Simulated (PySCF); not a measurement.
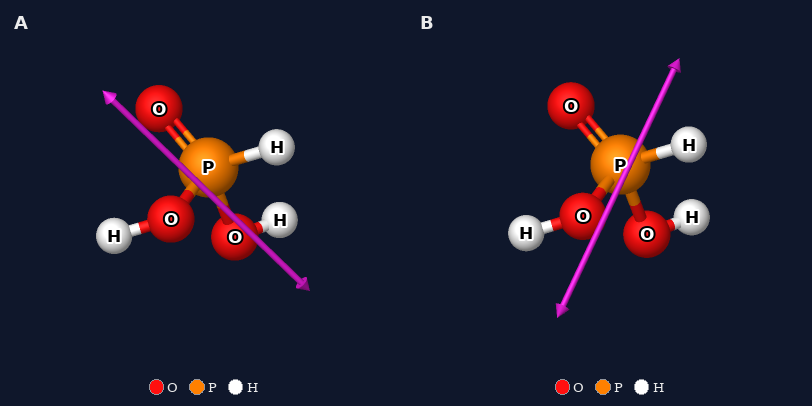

The double arrows show the directions of two transition dipoles from the ground state (lengths mean nothing). Geometry: a frame of a GFN2-xTB molecular-dynamics simulation, not a minimum. Level of theory: TDDFT PBE0/def2-SVPD, vertical, gas phase, core orbitals frozen in the response (PySCF 2.14.0).

**One belongs to singlet state 1 and one to singlet state 4. Which is which?**

A: state 1, 7.78 eV (159 nm), oscillator strength 0.027, mainly HOMO → LUMO (weight 0.67).
B: state 4, 8.34 eV (149 nm), oscillator strength 0.047, mainly HOMO−1 → LUMO (weight 0.61).
